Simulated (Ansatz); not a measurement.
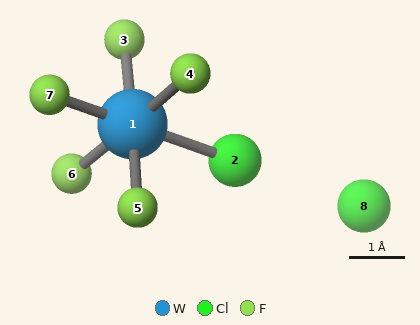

The starting structure (ball-and-stick view, seen at a tilt; atoms are numbered from 1 in the order of the input). Sticks mark near contacts.

## Nudged elastic band of WCl$_{2}$F$_{5}$ (part 1 of 2)

- system: WCl$_{2}$F$_{5}$, multiplicity 2
- method: UKS PBE/def2-SVP (Ansatz 0.2.0)

One setting was made poor on purpose. It belongs to a series of runs on one base structure; here: band between the two ends. Figures and captions count atoms from 1; the log counts them from 0 in places.

Input file
```yaml
crystal:
  periodic: [false, false, false]
  atoms:
    - { symbol: W, position_ang: [0.0, 0.0, 0.031863] }
    - { symbol: Cl, position_ang: [0.0, 0.0, 2.338384] }
    - { symbol: F, position_ang: [1.862812, 0.0, -0.002157] }
    - { symbol: F, position_ang: [0.0, 1.862812, -0.002157] }
    - { symbol: F, position_ang: [-1.862812, 0.0, -0.002157] }
    - { symbol: F, position_ang: [0.0, -1.862812, -0.002157] }
    - { symbol: F, position_ang: [0.0, 0.0, -1.834785] }
    - { symbol: Cl, position_ang: [0.0, 0.0, 5.243162] }
magnetization:
  spin_polarized: true
  initial_magnetization: 1
basis:
  gaussian: { orbitals: def2-SVP }
hamiltonian:
  xc: pbe
neb:
  order_check: false
  images: 9
  f_tol: 0.2
  max_iterations: 29
  final_atoms:
    - { symbol: W, position_ang: [0.08999249, 0.09023017, 0.20394089] }
    - { symbol: Cl, position_ang: [0.71279024, 0.71484613, 2.3691565] }
    - { symbol: F, position_ang: [1.88725954, 0.03463534, -0.28891124] }
    - { symbol: F, position_ang: [0.03448747, 1.88718215, -0.29009903] }
    - { symbol: F, position_ang: [-1.70536282, 0.16407836, 0.67783785] }
    - { symbol: F, position_ang: [0.16393049, -1.70474721, 0.67918013] }
    - { symbol: F, position_ang: [-0.38619605, -0.38716693, -1.53299654] }
    - { symbol: Cl, position_ang: [-0.79690136, -0.799058, 3.95188744] }
  initial_path:
    images:
      - { positions_ang: [[0.0, 0.0, 0.031863], [0.0, 0.0, 2.338384], [1.862812, 0.0, -0.002157], [0.0, 1.862812, -0.002157], [-1.862812, 0.0, -0.002157], [0.0, -1.862812, -0.002157], [0.0, 0.0, -1.834785], [0.0, 0.0, 5.243162]] }
      - { positions_ang: [[0.0, 0.0, 0.0254903], [0.0, 0.0, 2.3987071], [1.8602496, 0.0, -0.0017257], [0.0, 1.8602496, -0.0017257], [-1.8602496, 0.0, -0.0017257], [0.0, -1.8602496, -0.0017257], [0.0, 0.0, -1.8378281], [0.0, 0.0, 5.1905295]] }
      - { positions_ang: [[0.0, 0.0, 0.0191176], [0.0, 0.0, 2.4590302], [1.8576872, 0.0, -0.0012944], [0.0, 1.8576872, -0.0012944], [-1.8576872, 0.0, -0.0012944], [0.0, -1.8576872, -0.0012944], [0.0, 0.0, -1.8408712], [0.0, 0.0, 5.137897]] }
      - { positions_ang: [[0.0, 0.0, 0.0127449], [0.0, 0.0, 2.5193533], [1.8551248, 0.0, -0.0008631], [0.0, 1.8551248, -0.0008631], [-1.8551248, 0.0, -0.0008631], [0.0, -1.8551248, -0.0008631], [0.0, 0.0, -1.8439143], [0.0, 0.0, 5.0852645]] }
      - { positions_ang: [[0.0, 0.0, 0.0063722], [0.0, 0.0, 2.5796764], [1.8525624, 0.0, -0.0004318], [0.0, 1.8525624, -0.0004318], [-1.8525624, 0.0, -0.0004318], [0.0, -1.8525624, -0.0004318], [0.0, 0.0, -1.8469574], [0.0, 0.0, 5.032632]] }
      - { positions_ang: [[0.0, 0.0, -5.0e-07], [0.0, 0.0, 2.6399995], [1.85, 0.0, -5.0e-07], [0.0, 1.85, -5.0e-07], [-1.85, 0.0, -5.0e-07], [0.0, -1.85, -5.0e-07], [0.0, 0.0, -1.8500005], [0.0, 0.0, 4.9799995]] }
      - { positions_ang: [[0.0179985, 0.01804603, 0.04078778], [0.14255805, 0.14296923, 2.5858309], [1.85745191, 0.00692707, -0.05778265], [0.00689749, 1.85743643, -0.05802021], [-1.82107256, 0.03281567, 0.13556717], [0.0327861, -1.82094944, 0.13583563], [-0.07723921, -0.07743339, -1.78659971], [-0.15938027, -0.1598116, 4.77437709]] }
      - { positions_ang: [[0.035997, 0.03609207, 0.08157606], [0.2851161, 0.28593845, 2.5316623], [1.86490382, 0.01385413, -0.1155648], [0.01379499, 1.86487286, -0.11603991], [-1.79214513, 0.06563134, 0.27113484], [0.06557219, -1.79189888, 0.27167175], [-0.15447842, -0.15486677, -1.72319892], [-0.31876054, -0.3196232, 4.56875468]] }
      - { positions_ang: [[0.0539955, 0.0541381, 0.12236433], [0.42767415, 0.42890768, 2.4774937], [1.87235572, 0.0207812, -0.17334695], [0.02069248, 1.87230929, -0.17405962], [-1.76321769, 0.09844701, 0.40670251], [0.09835829, -1.76284833, 0.40750788], [-0.23171763, -0.23230016, -1.65979813], [-0.47814082, -0.4794348, 4.36313226]] }
      - { positions_ang: [[0.07199399, 0.07218413, 0.16315261], [0.5702322, 0.5718769, 2.4233251], [1.87980763, 0.02770827, -0.23112909], [0.02758997, 1.87974572, -0.23207932], [-1.73429025, 0.13126269, 0.54227018], [0.13114439, -1.73379777, 0.54334401], [-0.30895684, -0.30973354, -1.59639733], [-0.63752109, -0.6392464, 4.15750985]] }
      - { positions_ang: [[0.08999249, 0.09023017, 0.20394089], [0.71279024, 0.71484613, 2.3691565], [1.88725954, 0.03463534, -0.28891124], [0.03448747, 1.88718215, -0.29009903], [-1.70536282, 0.16407836, 0.67783785], [0.16393049, -1.70474721, 0.67918013], [-0.38619605, -0.38716693, -1.53299654], [-0.79690136, -0.799058, 3.95188744]] }
```

Machine: 4 threads of Arm Neoverse V2, 24 GiB of memory available, shared host.

Command:
```bash
ansatz run input.yaml --threads 4 --pin off --max-ram 5120MiB --backend cpu --events-out ev --progress --plain --runs-dir out
```

Output
```
Engine: ansatz 0.2.0, aarch64-unknown-linux-gnu
Functional definition: PBE
  parameter kappa = 0.804
  parameter beta = 0.06672455060314922
  exchange = pbe_x(kappa = kappa, mu = beta*pi^2/3)
  correlation = pbe_c(beta = beta)
1437 factors; their error is unknown
mean field evaluation 1: about -40409.1954 eV, gradient 5.8e1 eV
mean field evaluation 2: about -40121.9454 eV, gradient 2.2e2 eV
mean field evaluation 4: about -40417.1829 eV, gradient 3.1e1 eV
mean field evaluation 8: about -40421.5258 eV, gradient 5.0e-1 eV
mean field evaluation 16: about -40421.4410 eV, gradient 2.2e-3 eV
mean field evaluation 32: about -40411.6060 eV, gradient 2.5e1 eV
mean field evaluation 64: about -40421.2544 eV, gradient 2.8e-6 eV
mean field evaluation 96: about -40409.8372 eV, gradient 2.6e1 eV
mean field -40421.44100144 eV, -1485.4605581663 hartree, gradient 3.5e-6 eV, S^2 0.751607; 6 other end points of the search recorded, 0 dependent functions left out
the calculation of the forces begins
reference -40421.44107365 eV, -1485.4605608196 hartree; 47, 46 occupied and 91, 92 virtual orbitals, 1437 factors
1437 factors; their error is unknown
mean field evaluation 128: about -40078.3336 eV, gradient 2.2e2 eV
mean field evaluation 160: about -40413.2529 eV, gradient 2.5e1 eV
mean field evaluation 192: about -40421.4991 eV, gradient 9.5e-1 eV
mean field evaluation 224: about -40420.5640 eV, gradient 5.0e0 eV
mean field -40421.62292433 eV, -1485.4672437091 hartree, gradient 1.5e-5 eV, S^2 0.751883; 8 other end points of the search recorded, 0 dependent functions left out
the calculation of the forces begins
reference -40421.62299445 eV, -1485.4672462858 hartree; 47, 46 occupied and 91, 92 virtual orbitals, 1437 factors
NEB end point (image 0): max|allowed force component| = 7.793e-3 eV/Å (the criterion of neb.relax_end_points is 4.000e-2)
NEB end point (image 10): max|allowed force component| = 1.250e-2 eV/Å (the criterion of neb.relax_end_points is 4.000e-2)
1437 factors; their error is unknown
mean field evaluation 256: about -40421.4098 eV, gradient 4.4e-4 eV
mean field evaluation 288: about -40417.7759 eV, gradient 3.9e0 eV
mean field evaluation 320: about -40417.7182 eV, gradient 3.1e0 eV
mean field evaluation 352: about -40421.3305 eV, gradient 4.4e-1 eV
mean field -40421.40979003 eV, -1485.4594111678 hartree, gradient 7.3e-6 eV, S^2 0.751835; 8 other end points of the search recorded, 0 dependent functions left out
the calculation of the forces begins
reference -40421.40986217 eV, -1485.4594138190 hartree; 47, 46 occupied and 91, 92 virtual orbitals, 1437 factors
1437 factors; their error is unknown
mean field evaluation 384: about -40421.3236 eV, gradient 1.5e-2 eV
mean field evaluation 416: about -40421.3236 eV, gradient 1.9e-3 eV
mean field evaluation 448: about -40419.9302 eV, gradient 4.8e0 eV
mean field evaluation 480: about -40418.4586 eV, gradient 8.3e0 eV
mean field -40421.32360617 eV, -1485.4562439696 hartree, gradient 7.3e-6 eV, S^2 0.752384; 8 other end points of the search recorded, 0 dependent functions left out
the calculation of the forces begins
reference -40421.32367824 eV, -1485.4562466180 hartree; 47, 46 occupied and 91, 92 virtual orbitals, 1437 factors
1437 factors; their error is unknown
mean field evaluation 512: about -40421.2712 eV, gradient 2.2e-1 eV
mean field evaluation 544: about -40421.1904 eV, gradient 2.0e-3 eV
mean field evaluation 576: about -40418.5787 eV, gradient 2.9e0 eV
mean field evaluation 608: about -40409.7495 eV, gradient 2.8e1 eV
mean field evaluation 640: about -40420.6096 eV, gradient 3.5e-2 eV
mean field -40421.19044496 eV, -1485.4513503855 hartree, gradient 3.0e-5 eV, S^2 0.753383; 8 other end points of the search recorded, 0 dependent functions left out
the calculation of the forces begins
reference -40421.19051694 eV, -1485.4513530305 hartree; 47, 46 occupied and 91, 92 virtual orbitals, 1437 factors
1437 factors; their error is unknown
mean field evaluation 672: about -40420.9811 eV, gradient 5.5e-1 eV
mean field evaluation 704: about -40420.8401 eV, gradient 4.3e0 eV
mean field evaluation 736: about -40408.8330 eV, gradient 3.0e1 eV
mean field evaluation 768: about -40420.3742 eV, gradient 2.8e0 eV
mean field -40421.01014213 eV, -1485.4447243786 hartree, gradient 2.2e-5 eV, S^2 0.754577; 9 other end points of the search recorded, 0 dependent functions left out
[...]
NEB iter   1: max|band force component| = 3.516e0 eV/Å  barrier→ = 0.6892 eV  barrier← = 0.8711 eV  Δτ_max = 0.2000 Å  (3820 SCF iters)
NEB iter   2: max|band force component| = 1.994e0 eV/Å  barrier→ = 0.2399 eV  barrier← = 0.4218 eV  Δτ_max = 0.1970 Å  (401 SCF iters)
NEB iter   3: max|band force component| = 1.735e0 eV/Å  barrier→ = 0.1505 eV  barrier← = 0.3324 eV  Δτ_max = 0.1970 Å  (429 SCF iters)
```
